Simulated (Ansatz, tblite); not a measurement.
**Diborane 1,1-di Cl (B₂H₄Cl₂): spin states and exact exchange**

Aim: set other spin states of diborane 1,1-di Cl (B₂H₄Cl₂) against its singlet, on many levels of theory.

The runs use Ansatz 0.2.0, Gaussian basis; as each input shows.

Plan: triplet, at the geometry of the singlet (GFN1-xTB, GFN2-xTB, PBE0-D4/def2-TZVP, PBE-D4/def2-TZVP, r2SCAN-D4/def2-TZVP); the singlet's energies come from earlier runs.

1 further run of the same task is left out (it didn't finish).

**1. The geometry**

The singlet was relaxed beforehand with PBE0-D4/def2-SVP.

8 atoms, charge 0, spin multiplicity 1.

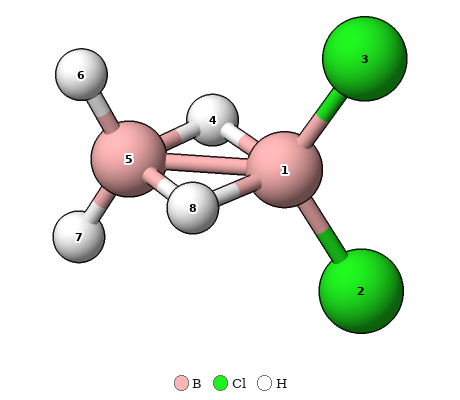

The structure; boron pink, chlorine green, hydrogen white; atoms are numbered from 1 in the order of the file.

**2. Triplet at the fixed geometry, GFN1-xTB**

Tight binding, by tblite at 300 K electronic temperature and without a spin-polarisation term:

```python
tblite.interface.Calculator('GFN1-xTB', numbers, positions, charge=0, uhf=2).singlepoint()
```

Energy -359.4967 eV; 0.02 s.

**3. Triplet at the fixed geometry, GFN2-xTB**

Tight binding, by tblite at 300 K electronic temperature and without a spin-polarisation term:

```python
tblite.interface.Calculator('GFN2-xTB', numbers, positions, charge=0, uhf=2).singlepoint()
```

Energy -365.3979 eV; 0.014 s.

**4. Triplet at the fixed geometry, PBE0-D4/def2-TZVP**

Contents of in.yaml:

```yaml
crystal:
  periodic: [false, false, false]
  atoms:
    - {symbol: B, position_ang: [0.504832, 0.353306, -0.531600]}
    - {symbol: Cl, position_ang: [2.248416, 0.084259, -0.425824]}
    - {symbol: Cl, position_ang: [-0.127375, 1.400408, -1.807319]}
    - {symbol: H, position_ang: [-0.159463, -0.842794, -0.528409]}
    - {symbol: B, position_ang: [-0.595125, -0.416573, 0.626477]}
    - {symbol: H, position_ang: [-1.770107, -0.199325, 0.508841]}
    - {symbol: H, position_ang: [-0.112335, -1.117889, 1.473054]}
    - {symbol: H, position_ang: [0.011167, 0.738618, 0.684781]}
basis:
  gaussian: {orbitals: def2-TZVP}
magnetization: {spin_polarized: true, initial_magnetization: 2}
hamiltonian: {xc: pbe0, dispersion: d4}
scf: {omitted_lower_state_checks: [starts]}
output: {orbitals: {seedname: orbitals}}
```

The run is started by

```sh
$ ansatz run in.yaml --threads 4 --pin off --events-out ev --progress --plain --max-ram 3916MiB
```

Standard output:

```text
Functional definition: PBE0
  name "PBE0"
  cite "Adamo & Barone, J. Chem. Phys. 110, 6158 (1999) doi:10.1063/1.478522"
  cite "Perdew, Burke & Ernzerhof, Phys. Rev. Lett. 77, 3865 (1996) doi:10.1103/PhysRevLett.77.3865"
  parent pbe
  parameter a = 0.25
  parameter kappa = 0.804
  parameter beta = 0.06672455060314922
  exchange = (1 - a)*pbe_x(kappa = kappa, mu = beta*pi^2/3) + a*exact_x
  correlation = pbe_c(beta = beta)
these checks for a lower state are left out or cut short: starts
1050 factors; their error is unknown
mean field evaluation 1: about -26443.0660 eV, gradient 3.1e1 eV
mean field evaluation 2: about -26432.7650 eV, gradient 4.7e1 eV
mean field evaluation 4: about -26449.2852 eV, gradient 5.3e0 eV
mean field evaluation 8: about -26449.4651 eV, gradient 1.8e-1 eV
mean field evaluation 16: about -26449.5396 eV, gradient 6.4e-4 eV
mean field -26449.53961233 eV, -972.0026526113 hartree, gradient 5.8e-6 eV, S^2 2.009696; 0 other end points of the search recorded, 0 dependent functions left out
reference -26449.53964699 eV, -972.0026538849 hartree; 25, 23 occupied and 135, 137 virtual orbitals, 1050 factors
Total energy: -26449.68755090 eV, -972.0080892533 hartree
Checks for a lower state left out: starts
```

Run time: 16 s. Hardware: 4 threads of Intel Xeon at 2.50GHz, shared host.

HOMO -3.07 eV, LUMO -7.73 eV (over both spins; with the spin held, an empty level of the minority spin lies below the top filled one); ⟨S²⟩ 2.010 (pure: 2.00).

**5. Triplet at the fixed geometry, PBE-D4/def2-TZVP**

start.molden holds the orbitals of an earlier run on this state, given as this run's starting guess.

Changes to in.yaml since step 4:

```diff
@@ -12,5 +12,5 @@
 basis:
-  gaussian: {orbitals: def2-TZVP}
+  gaussian: {orbitals: def2-TZVP, initial_orbitals: start.molden}
 magnetization: {spin_polarized: true, initial_magnetization: 2}
-hamiltonian: {xc: pbe0, dispersion: d4}
+hamiltonian: {xc: pbe, dispersion: d4}
 scf: {omitted_lower_state_checks: [starts]}
```

The command is unchanged.

Standard output:

```text
Functional definition: PBE
  name "PBE"
  cite "Perdew, Burke & Ernzerhof, Phys. Rev. Lett. 77, 3865 (1996) doi:10.1103/PhysRevLett.77.3865"
  parent pbe
  parameter kappa = 0.804
  parameter beta = 0.06672455060314922
  exchange = pbe_x(kappa = kappa, mu = beta*pi^2/3)
  correlation = pbe_c(beta = beta)
these checks for a lower state are left out or cut short: starts
1026 factors; their error is unknown
mean field evaluation 1: about -26447.5519 eV, gradient 8.6e0 eV
mean field evaluation 2: about -26447.6400 eV, gradient 1.7e-1 eV
mean field evaluation 4: about -26447.6388 eV, gradient 7.1e-3 eV
mean field evaluation 8: about -26447.6388 eV, gradient 2.3e-5 eV
mean field -26447.63883748 eV, -971.9328004238 hartree, gradient 7.7e-6 eV, S^2 2.004388; 0 other end points of the search recorded, 0 dependent functions left out
reference -26447.63888367 eV, -971.9328021213 hartree; 25, 23 occupied and 135, 137 virtual orbitals, 1026 factors
Total energy: -26447.81472632 eV, -971.9392642195 hartree
Checks for a lower state left out: starts
```

Wall time 9 s (4 threads of Intel Xeon at 2.50GHz, shared host).

Report: HOMO -2.22 eV, LUMO -8.04 eV (over both spins; with the spin held, an empty level of the minority spin lies below the top filled one); ⟨S²⟩ 2.004 (pure: 2.00).

**6. Triplet at the fixed geometry, r2SCAN-D4/def2-TZVP**

Changes to in.yaml since step 5:

```diff
@@ -14,3 +14,3 @@
 magnetization: {spin_polarized: true, initial_magnetization: 2}
-hamiltonian: {xc: pbe, dispersion: d4}
+hamiltonian: {xc: r2scan, dispersion: d4}
 scf: {omitted_lower_state_checks: [starts]}
```

Same command.

Standard output:

```text
Functional definition: r2SCAN
  name "r2SCAN"
  cite "Furness, Kaplan, Ning, Perdew & Sun, J. Phys. Chem. Lett. 11, 8208 (2020) doi:10.1021/acs.jpclett.0c02405"
  cite "Furness, Kaplan, Ning, Perdew & Sun, J. Phys. Chem. Lett. 11, 9248 (2020) doi:10.1021/acs.jpclett.0c03077"
  parent r2scan
  parameter k0 = 0.174
  parameter k1 = 0.065
  parameter a1 = 4.9479
  exchange = r2scan_x(k0 = k0, k1 = k1, a1 = a1)
  correlation = r2scan_c
these checks for a lower state are left out or cut short: starts
1026 factors; their error is unknown
mean field evaluation 1: about -26457.4770 eV, gradient 6.3e0 eV
mean field evaluation 2: about -26457.5216 eV, gradient 1.1e-1 eV
mean field evaluation 4: about -26457.5185 eV, gradient 3.0e-3 eV
mean field evaluation 8: about -26457.5185 eV, gradient 3.5e-5 eV
mean field -26457.51847097 eV, -972.2958702580 hartree, gradient 2.3e-6 eV, S^2 2.011459; 0 other end points of the search recorded, 0 dependent functions left out
reference -26457.51848691 eV, -972.2958708439 hartree; 25, 23 occupied and 135, 137 virtual orbitals, 1026 factors
Total energy: -26457.55901683 eV, -972.2973602909 hartree
Checks for a lower state left out: starts
```

Wall time 20 s (4 threads of Intel Xeon at 2.50GHz, shared host).

Report: HOMO -2.43 eV, LUMO -8.21 eV (over both spins; with the spin held, an empty level of the minority spin lies below the top filled one); ⟨S²⟩ 2.011 (pure: 2.00).

**7. Triplet less singlet, vertical**

The singlet's energies are those of its earlier runs, whose logs aren't repeated here.

| level | triplet less singlet, vertical (eV) | time |
| --- | --- | --- |
| GFN1-xTB | +6.470 | 0.037 s |
| GFN2-xTB | +5.579 | 0.028 s |
| PBE-D4/def2-TZVP | +5.674 | 13 s |
| r2SCAN-D4/def2-TZVP | +5.928 | 26 s |
| PBE0-D4/def2-TZVP | +6.261 | 22 s |

Times add the two runs; a level without a time comes out of a correlated run. Tight binding without a spin term can't rank spin states.

**8. What came out**

```
                                                quantity                                   value
triplet less singlet, vertical, functionals in def2-TZVP  +5.674 (PBE-D4) to +6.261 eV (PBE0-D4)
```

What this shows: All functionals put the triplet above the singlet, over a spread of 0.587 eV. The checks for a lower triplet were left out, so another state of that spin may lie lower. These are electronic energies, without zero-point motion, entropy or surroundings.
